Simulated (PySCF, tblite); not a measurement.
# C10H6F10Si5: electronic excitations, NMR shifts

Wanted: electronic excitations, NMR shifts for C10H6F10Si5 (`C[Si](F)(F)C#C[Si](F)(F)C#C[Si](F)(F)C#C[Si](F)(F)C#C[Si](C)(F)F`).

Programs: tblite 0.8.0 and PySCF 2.14.0, with routines of our own; each step states its level. All values are computed. Atoms count from 0.

## (1) The system as given

31 atoms, charge 0, multiplicity 1; geometry from: force field, distance geometry or constructed start.

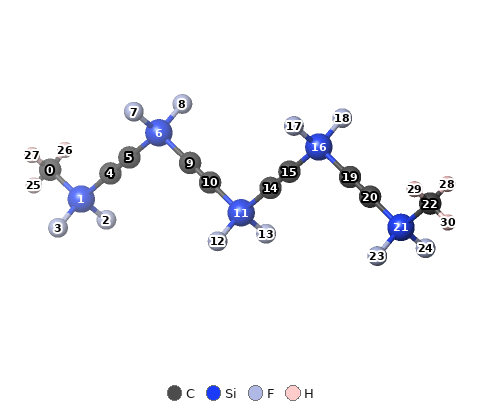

The starting geometry (carbon dark grey, silicon blue, fluorine light blue, hydrogen pink).

## (2) Optimising the geometry with GFN2-xTB

Job settings and geometry (Å):

```
{"job": {"kind": "relax", "xc": "GFN2-xTB", "basis": "xTB"}, "charge": 0, "multiplicity": 1}
C      9.483400    -1.012700    -2.418000
Si     7.825600    -0.385700    -2.958600
F      7.429500    -1.114800    -4.323000
F      7.930700     1.195800    -3.213600
C      6.475600    -0.700000    -1.693000
C      5.598700    -0.895900    -0.896200
Si     4.230500    -1.191700     0.341500
F      4.618900    -0.465200     1.723500
F      4.110800    -2.773000     0.605300
C      2.566400    -0.551000    -0.225800
C      1.499400    -0.136900    -0.599200
Si    -0.162000     0.506200    -1.170700
F     -0.041400     2.086200    -1.424500
F     -0.544700    -0.221200    -2.547600
C     -1.526500     0.212500     0.074100
C     -2.403200     0.014000     0.881400
Si    -3.766400    -0.284800     2.119400
F     -3.378900     0.437200     3.492800
F     -3.885600    -1.862400     2.383400
C     -5.429400     0.354000     1.555100
C     -6.500600     0.771700     1.180600
Si    -8.152100     1.418000     0.588600
C     -9.513900     1.141300     1.800000
F     -8.017000     2.987300     0.320600
F     -8.520300     0.688200    -0.788700
H     10.235000    -0.811800    -3.173000
H      9.459700    -2.089000    -2.244100
H      9.801800    -0.530800    -1.486300
H     -9.656900     0.070700     1.993300
H     -9.312500     1.632100     2.751400
H    -10.461900     1.529600     1.411800
```

Command:

```console
$ OMP_NUM_THREADS=2 python large_run.py task.json out
```

This one command runs all jobs of the session in turn.

The program printed:

```text
step      E/eV     max force
  0   -2197.87825    1.375
  1   -2197.87800    3.020
  2   -2197.98053    0.471
  3   -2198.01491    0.568
  4   -2198.05647    1.369
  5   -2198.06289    1.316
  6   -2198.08351    0.259
  7   -2198.08984    0.162
  8   -2198.10093    0.952
  9   -2198.10732    0.839
 10   -2198.11374    0.281
 11   -2198.11677    0.134
 12   -2198.11729    0.252
 13   -2198.11801    0.097
 14   -2198.11838    0.043
 15   -2198.11877    0.068
 16   -2198.11895    0.060
 17   -2198.11914    0.025
 18   -2198.11924    0.023
 19   -2198.11937    0.043
 20   -2198.11948    0.044
 21   -2198.11955    0.022
 22   -2198.11958    0.011
```

It took 1.2 s on 2 threads of Arm Neoverse N1, shared host; peak memory 0.18 GiB.

The steps of the relaxation:

| step | energy from step 0 (eV) | largest force (eV/Å) |
| --- | --- | --- |
| 0 | 0.0000 | 1.3754 |
| 1 | 0.0003 | 3.0191 |
| 2 | -0.1023 | 0.4713 |
| 3 | -0.1367 | 0.5677 |
| 4 | -0.1782 | 1.3689 |
| 5 | -0.1846 | 1.3163 |
| 6 | -0.2053 | 0.2588 |
| 7 | -0.2116 | 0.1618 |
| 8 | -0.2227 | 0.9523 |
| 9 | -0.2291 | 0.8396 |
| 10 | -0.2355 | 0.2810 |
| 11 | -0.2385 | 0.1338 |
| 12 | -0.2390 | 0.2519 |
| 13 | -0.2398 | 0.0967 |
| 14 | -0.2401 | 0.0433 |
| 15 | -0.2405 | 0.0678 |
| 16 | -0.2407 | 0.0603 |
| 17 | -0.2409 | 0.0247 |
| 18 | -0.2410 | 0.0231 |
| 19 | -0.2411 | 0.0429 |
| 20 | -0.2412 | 0.0434 |
| 21 | -0.2413 | 0.0219 |
| 22 | -0.2413 | 0.0105 |

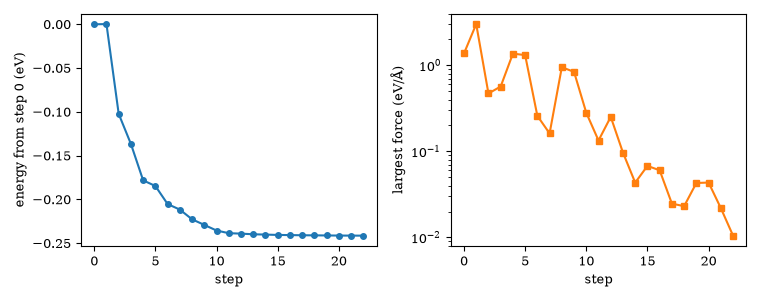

Energy and force, step by step.

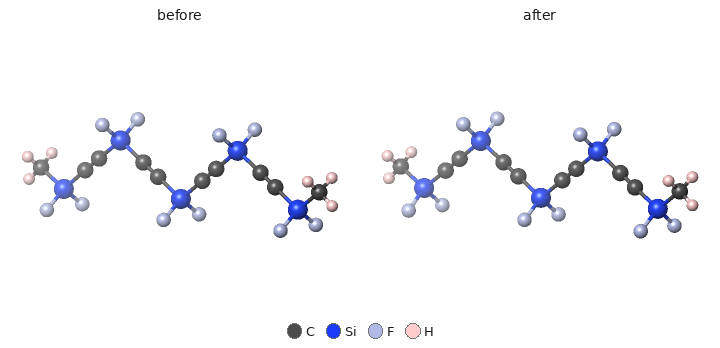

The geometry before (left) and after (right).

Distances of close pairs at the start and the end, largest changes first:

| bond | before (Å) | after (Å) | change (Å) |
| --- | --- | --- | --- |
| Si21–C22 | 1.844 | 1.881 | +0.037 |
| C10–Si11 | 1.871 | 1.842 | -0.029 |
| Si1–C4 | 1.877 | 1.848 | -0.029 |
| Si6–C9 | 1.871 | 1.843 | -0.029 |
| Si11–C14 | 1.870 | 1.842 | -0.028 |
| Si16–C19 | 1.869 | 1.841 | -0.028 |
| C5–Si6 | 1.869 | 1.841 | -0.028 |
| C0–Si1 | 1.853 | 1.881 | +0.028 |

The final coordinates are the input of the step that follows.

## (3) Electronic excitations: TDDFT CAM-B3LYP/6-31G*

Job settings and geometry (Å):

```
{"job": {"kind": "uv", "basis": "6-31G*", "grid": 1, "kgrid": 0, "vcut": 1.5, "nstates": 6, "ntriplets": 2, "tda": false, "delta": [], "pop": true, "xc": "CAM-B3LYP"}, "charge": 0, "multiplicity": 1}
C      9.509525    -1.028843    -2.391705
Si     7.819597    -0.399638    -2.925260
F      7.378785    -1.029604    -4.330162
F      7.859165     1.163667    -3.270904
C      6.448958    -0.682589    -1.717912
C      5.567902    -0.878314    -0.914100
Si     4.219828    -1.171813     0.304795
F      4.605378    -0.527265     1.714432
F      4.121100    -2.728361     0.649084
C      2.569686    -0.549841    -0.229622
C      1.490114    -0.139548    -0.584628
Si    -0.154007     0.487409    -1.129981
F     -0.051929     2.044478    -1.464822
F     -0.539002    -0.163972    -2.535138
C     -1.512068     0.201183     0.081376
C     -2.403900     0.015021     0.874940
Si    -3.769744    -0.265656     2.079520
F     -3.383758     0.379149     3.488852
F     -3.868988    -1.821979     2.424552
C     -5.407350     0.364691     1.522959
C     -6.479332     0.780400     1.150561
Si    -8.133996     1.403260     0.611693
C     -9.538022     1.124889     1.831386
F     -7.981778     2.953326     0.238863
F     -8.463632     0.758590    -0.816841
H     10.254848    -0.821875    -3.157114
H      9.500251    -2.102087    -2.222961
H      9.840399    -0.553125    -1.472692
H     -9.687799     0.067750     2.032371
H     -9.345439     1.616998     2.780648
H    -10.472006     1.521394     1.438177
```

Method: TDDFT CAM-B3LYP/6-31G*, vertical, gas phase, core orbitals frozen in the response, virtual orbitals cut by energy.

The program printed:

```text
start: PBE on a coarse grid of 32681 points
cycle   1  E = -2828.1936875285  dE =  3.206e+00  |g| = 1.945e+00  |ddm| = 6.330e+00
cycle   2  E = -2826.4308847036  dE =  1.763e+00  |g| = 3.768e+00  |ddm| = 4.212e+00
cycle   3  E = -2828.8588803126  dE = -2.428e+00  |g| = 4.541e-01  |ddm| = 2.927e+00
cycle   4  E = -2828.9062048541  dE = -4.732e-02  |g| = 1.766e-01  |ddm| = 5.605e-01
cycle   5  E = -2828.9052425781  dE =  9.623e-04  |g| = 1.849e-01  |ddm| = 2.338e-01
cycle   6  E = -2828.9141926512  dE = -8.950e-03  |g| = 2.177e-02  |ddm| = 1.396e-01
cycle   7  E = -2828.9142204246  dE = -2.777e-05  |g| = 1.959e-02  |ddm| = 2.796e-02
cycle   8  E = -2828.9143189678  dE = -9.854e-05  |g| = 2.595e-03  |ddm| = 1.498e-02
final grid: 145106 points
cycle   9  E = -2830.5521420192  dE = -1.897e-02  |g| = 1.481e-01  |ddm| = 4.417e-01
cycle  10  E = -2830.5513891569  dE =  7.529e-04  |g| = 1.701e-01  |ddm| = 1.954e-01
cycle  11  E = -2830.5558653427  dE = -4.476e-03  |g| = 1.016e-02  |ddm| = 1.091e-01
cycle  12  E = -2830.5558875256  dE = -2.218e-05  |g| = 4.010e-03  |ddm| = 1.408e-02
cycle  13  E = -2830.5558938276  dE = -6.302e-06  |g| = 2.206e-03  |ddm| = 5.671e-03
cycle  14  E = -2830.5558925472  dE =  1.280e-06  |g| = 5.238e-04  |ddm| = 1.801e-03
cycle  15  E = -2830.5558918815  dE =  6.657e-07  |g| = 6.847e-05  |ddm| = 4.609e-04
converged SCF energy = -2830.5558918815

Static polarisability (au): isotropic 185.470, principal 110.726 153.268 292.415

Singlet excitations
state   eV       nm        f      main configurations
  1   5.3188    233.1   0.00000   H->L 0.45, H-1->L+2 0.13, H-5->L 0.10
  2   5.4202    228.7   0.00002   H->L+2 0.28, H-1->L 0.26
  3   5.5369    223.9   0.00000   H-5->L 0.21, H-1->L+2 0.19, H->L+4 0.15
  4   5.5858    222.0   0.00385   H->L+1 0.28, H-2->L 0.20, H-4->L 0.11
  5   5.5993    221.4   0.00032   H-7->L 0.23, H-6->L+1 0.18, H-5->L+2 0.17
  6   5.6304    220.2   0.00000   H-2->L+1 0.35, H-4->L+1 0.18, H-3->L+3 0.12

Triplet excitations (Tamm-Dancoff, eV): 4.4400 4.5034
```

Wall time 2.1 min (2 threads of Arm Neoverse N1, shared host); peak memory 1.1 GiB.

Frontier orbitals and where they lie:

| orbital | eV | atoms |
| --- | --- | --- |
| HOMO−4 | -10.69 | C9 16 %, C15 16 %, C10 15 % |
| HOMO−3 | -10.49 | C19 21 %, C20 21 %, C5 21 % |
| HOMO−2 | -10.45 | C5 16 %, C4 16 %, C19 16 % |
| HOMO−1 | -10.40 | C19 20 %, C5 20 %, C20 19 % |
| HOMO | -10.26 | C4 12 %, C20 12 %, C5 12 % |
| LUMO | -1.15 | Si11 17 %, Si16 10 %, Si6 10 % |
| LUMO+1 | -1.01 | Si11 13 %, C15 12 %, C9 12 % |
| LUMO+2 | -0.60 | Si6 14 %, Si16 14 %, C20 10 % |
| LUMO+3 | -0.35 | C4 12 %, C20 12 %, Si6 10 % |

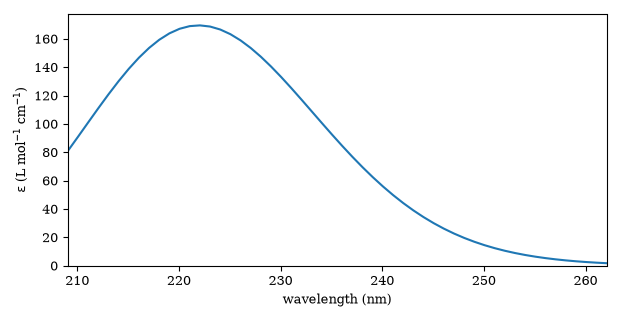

Absorption spectrum: each of the 6 states is a Gaussian band of 0.4 eV half-width at 1/e. Beyond the last state computed it falls off for lack of states.

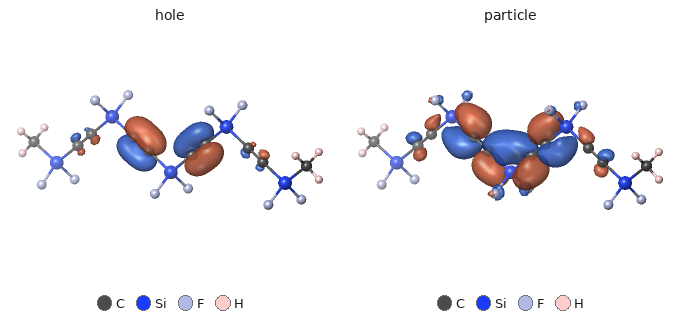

Leading natural transition orbitals of singlet state 4: the electron leaves the hole (left) for the particle orbital (right).

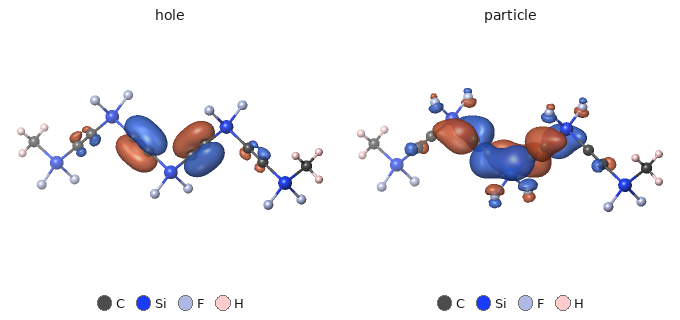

Leading natural transition orbitals of singlet state 1: the electron leaves the hole (left) for the particle orbital (right).

Ground-state properties from the same run:

| property | computed |
| --- | --- |
| dipole moment (D) | 2.23 |
| polarisability (Å³) | 27.48 |
| HOMO–LUMO gap (eV) | 9.11 |
| −ε(HOMO) (eV) | 10.26 |

Orbitals, density, ELF and potential are computed afterwards from the orbital file.

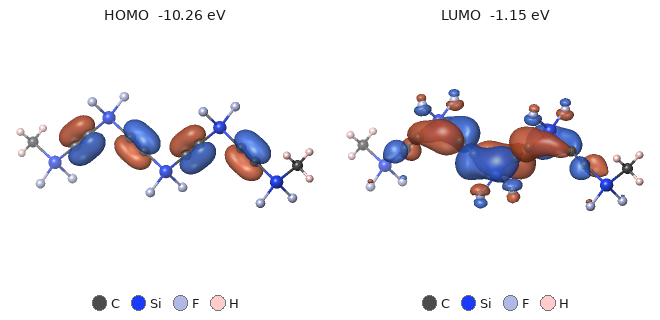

CAM-B3LYP/6-31G* orbitals near the gap, drawn at the value that encloses 70 % of each; the two colours are the two signs.

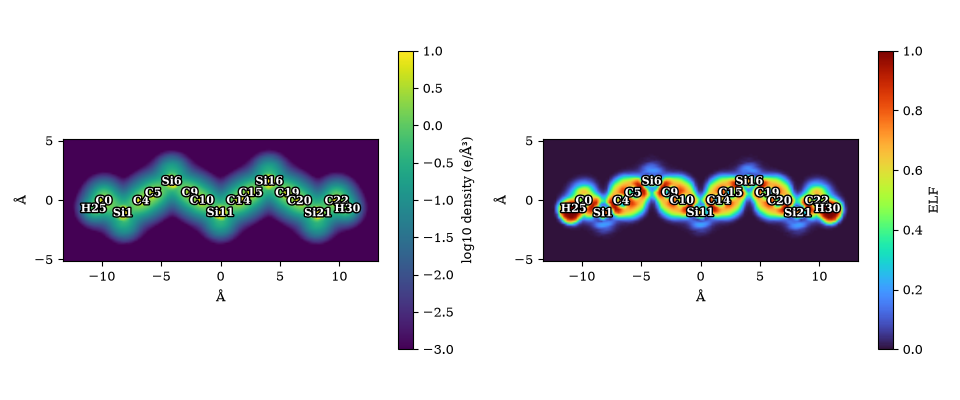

Density (left) and ELF (right) in a plane through or near 17 of the atoms.

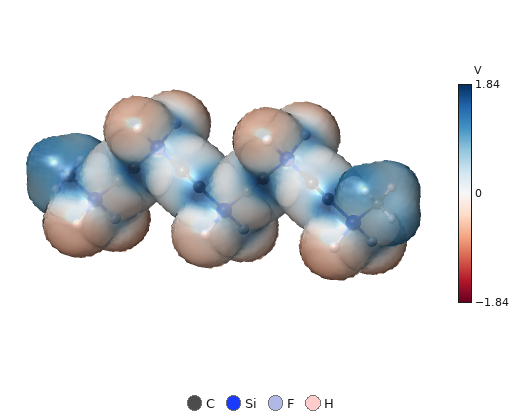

The potential that a unit positive charge feels on the 0.002 e/bohr³ surface, from -0.75 V near F2 to 1.84 V near Si11.

## (4) NMR shifts: GIAO KT3/pcSseg-1

The job, as its differences from that of step 3:

```diff
@@ -1,2 +1,2 @@
-{"job": {"kind": "uv", "basis": "6-31G*", "grid": 1, "kgrid": 0, "vcut": 1.5, "nstates": 6, "ntriplets": 2, "tda": false, "delta": [], "pop": true, "xc": "CAM-B3LYP"}, "charge": 0, "multiplicity": 1}
+{"job": {"kind": "nmr", "xc": "KT3", "basis": "pcSseg-1", "pop": false}, "charge": 0, "multiplicity": 1}
 C      9.509525    -1.028843    -2.391705
```

With the program's defaults for keys left out, this is: GIAO KT3/pcSseg-1 NMR shielding, non-relativistic, gas phase.

The program printed:

```text
start: PBE on a coarse grid of 32681 points
cycle   1  E = -2827.8511103446  dE =  3.045e+00  |g| = 1.925e+00  |ddm| = 6.329e+00
cycle   2  E = -2826.2685622595  dE =  1.583e+00  |g| = 3.710e+00  |ddm| = 3.877e+00
cycle   3  E = -2828.4657315354  dE = -2.197e+00  |g| = 4.372e-01  |ddm| = 2.704e+00
cycle   4  E = -2828.5063628901  dE = -4.063e-02  |g| = 1.566e-01  |ddm| = 5.065e-01
cycle   5  E = -2828.5050239008  dE =  1.339e-03  |g| = 1.701e-01  |ddm| = 1.889e-01
cycle   6  E = -2828.5123673483  dE = -7.343e-03  |g| = 1.982e-02  |ddm| = 1.149e-01
cycle   7  E = -2828.5123808944  dE = -1.355e-05  |g| = 1.825e-02  |ddm| = 2.426e-02
cycle   8  E = -2828.5124689618  dE = -8.807e-05  |g| = 2.993e-03  |ddm| = 1.332e-02
final grid: 302461 points
cycle   9  E = -2860.3850622989  dE = -4.515e-02  |g| = 5.872e-01  |ddm| = 1.282e+00
cycle  10  E = -2860.2778937949  dE =  1.072e-01  |g| = 9.906e-01  |ddm| = 1.082e+00
cycle  11  E = -2860.4262447222  dE = -1.484e-01  |g| = 1.141e-01  |ddm| = 7.743e-01
cycle  12  E = -2860.4280067959  dE = -1.762e-03  |g| = 2.926e-02  |ddm| = 1.197e-01
cycle  13  E = -2860.4281912484  dE = -1.845e-04  |g| = 1.351e-02  |ddm| = 2.731e-02
cycle  14  E = -2860.4282360051  dE = -4.476e-05  |g| = 3.428e-03  |ddm| = 1.162e-02
cycle  15  E = -2860.4282373275  dE = -1.322e-06  |g| = 1.488e-03  |ddm| = 3.821e-03
cycle  16  E = -2860.4282399087  dE = -2.581e-06  |g| = 7.481e-04  |ddm| = 1.403e-03
cycle  17  E = -2860.4282382769  dE =  1.632e-06  |g| = 1.955e-04  |ddm| = 5.955e-04
cycle  18  E = -2860.4282357647  dE =  2.512e-06  |g| = 4.803e-05  |ddm| = 1.952e-04
converged SCF energy = -2860.4282357647

GIAO shielding tensors (ppm)
atom      isotropic    diamagn.    paramagn.     s11        s22        s33       span
  0 C      184.748     247.072     -62.324    178.335    178.953    196.955     18.620
  1 Si     396.724     886.567    -489.843    350.770    391.489    447.912     97.142
  2 F      304.911     472.612    -167.701    230.467    327.453    356.813    126.346
  3 F      304.933     473.151    -168.218    230.509    327.410    356.880    126.371
  4 C       85.788     269.405    -183.617     -5.571     -4.865    267.801    273.372
  5 C       91.770     267.123    -175.353      3.865      5.315    266.130    262.265
  6 Si     443.905     886.871    -442.966    434.639    440.730    456.347     21.708
  7 F      297.787     472.344    -174.557    226.395    306.693    360.273    133.877
  8 F      297.827     471.753    -173.926    226.426    306.731    360.323    133.897
  9 C       89.187     270.392    -181.205     -0.180      0.271    267.470    267.649
 10 C       90.004     268.763    -178.760      1.047      1.616    267.348    266.301
 11 Si     444.282     888.148    -443.866    435.502    439.497    457.847     22.344
 12 F      297.264     473.931    -176.667    225.536    306.390    359.867    134.330
 13 F      297.302     473.344    -176.043    225.596    306.390    359.919    134.323
 14 C       90.017     268.809    -178.792      1.068      1.649    267.334    266.267
 15 C       89.176     270.366    -181.189     -0.197      0.255    267.471    267.668
 16 Si     443.908     886.890    -442.983    434.599    440.762    456.362     21.763
 17 F      297.856     472.352    -174.495    226.466    306.777    360.326    133.860
 18 F      297.819     471.780    -173.961    226.425    306.738    360.296    133.871
 19 C       91.773     267.234    -175.461      3.880      5.321    266.117    262.237
 20 C       85.771     269.331    -183.560     -5.588     -4.881    267.783    273.371
 21 Si     396.731     886.547    -489.816    350.757    391.532    447.904     97.146
 22 C      184.750     247.173     -62.424    178.329    178.954    196.967     18.638
 23 F      304.956     473.129    -168.173    230.520    327.458    356.889    126.368
 24 F      304.930     472.628    -167.698    230.485    327.453    356.852    126.367
 25 H       31.132      10.966      20.166     26.703     28.137     38.555     11.851
 26 H       31.316      26.599       4.717     27.283     29.129     37.537     10.254
 27 H       31.318      26.931       4.386     27.282     29.130     37.540     10.258
 28 H       31.317      26.675       4.643     27.284     29.129     37.539     10.255
 29 H       31.318      27.009       4.309     27.283     29.132     37.538     10.256
 30 H       31.133      11.166      19.967     26.704     28.136     38.558     11.853
```

Wall time 30 s (2 threads of Arm Neoverse N1, shared host); peak memory 0.92 GiB.

The references, computed at this level on geometries of the same kind, shield at (ppm): 1H TMS 31.76, 13C TMS 184.7, 29Si TMS 361.7, 19F CFCl3 142.4. Their shielding less the atom's gives the shift. The references are single molecules in the gas phase, so shifts against H2O, NH3, PH3, H3PO4 or CFCl3 are not on the usual liquid scales and can be off by tens of ppm. Atoms listed in one row are averaged.

| atoms | environment | σ (ppm) | δ (ppm) |
| --- | --- | --- | --- |
| C4, C20 | alkyne carbon | 85.8 | 98.9 |
| C9, C15 | alkyne carbon | 89.2 | 95.5 |
| C10, C14 | alkyne carbon | 90.0 | 94.7 |
| C5, C19 | alkyne carbon | 91.8 | 93.0 |
| C0, C22 | methyl carbon bonded to Si | 184.7 | 0.0 |
| H25, H26, H27, H28, H29, H30 | hydrogen on a methyl carbon bonded to Si | 31.26 | 0.50 |
| Si1, Si21 | silicon bonded to 2 C, 2 F | 396.7 | -35.1 |
| Si6, Si16 | silicon bonded to 2 C, 2 F | 443.9 | -82.2 |
| Si11 | silicon bonded to 2 C, 2 F | 444.3 | -82.6 |
| F12, F13 | fluorine bonded to Si | 297.3 | -154.9 |
| F7, F8, F17, F18 | fluorine bonded to Si | 297.8 | -155.5 |
| F2, F3, F23, F24 | fluorine bonded to Si | 304.9 | -162.6 |

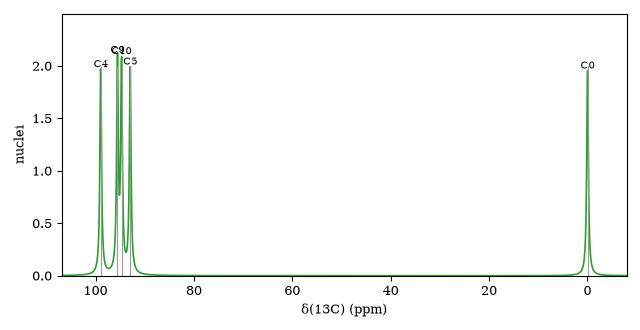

13C lines at the computed shifts, without couplings. Lines are broadened to a width of 0.40 ppm (Lorentzian).

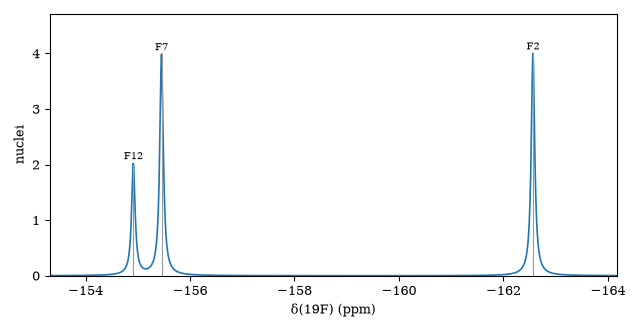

19F lines at the computed shifts, without couplings. Lines are broadened to a width of 0.08 ppm (Lorentzian).

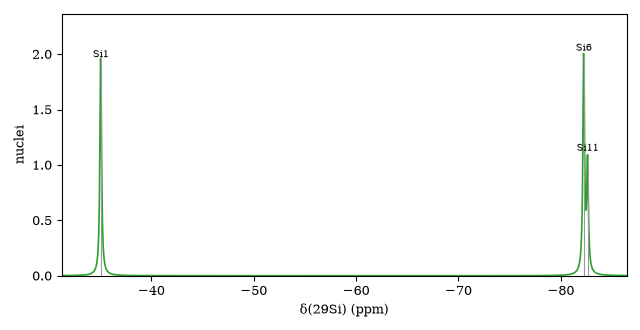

29Si lines at the computed shifts, without couplings. Lines are broadened to a width of 0.19 ppm (Lorentzian).

## (5) Outcome

| quantity | value |
| --- | --- |
| lowest singlet (CAM-B3LYP/6-31G*) | 5.32 eV (233 nm), f = 0.000 |
| brightest single state of those computed | state 4, 5.59 eV, f = 0.004 |
| lowest triplet | 4.44 eV |
| surface potential, least and greatest | -0.75 V and 1.84 V |
| 13C shifts against TMS (KT3/pcSseg-1, means over atoms taken as alike) | 98.9, 95.5, 94.7, 93.0, 0.0 ppm |
| 1H shifts against TMS (KT3/pcSseg-1, means over atoms taken as alike) | 0.50 ppm |
| 29Si shifts against TMS (KT3/pcSseg-1, means over atoms taken as alike) | -35.1, -82.2, -82.6 ppm |
| 19F shifts against CFCl3 (KT3/pcSseg-1, means over atoms taken as alike) | -154.9, -155.5, -162.6 ppm |

In words: The first singlet state (HOMO→LUMO 0.45, HOMO−1→LUMO+2 0.13) lies at 5.32 eV and is dark; of the 6 states computed, the strongest absorption comes from state 4 at 5.59 eV. The lowest triplet lies 0.88 eV below the lowest singlet (triplets in Tamm-Dancoff, singlets in full TDDFT). At CAM-B3LYP/6-31G*, counted by nearest atom on the grid, the HOMO lies on 8 C atoms about 12 % each, the LUMO on 4 C atoms about 11 % each; Si11 10 %.
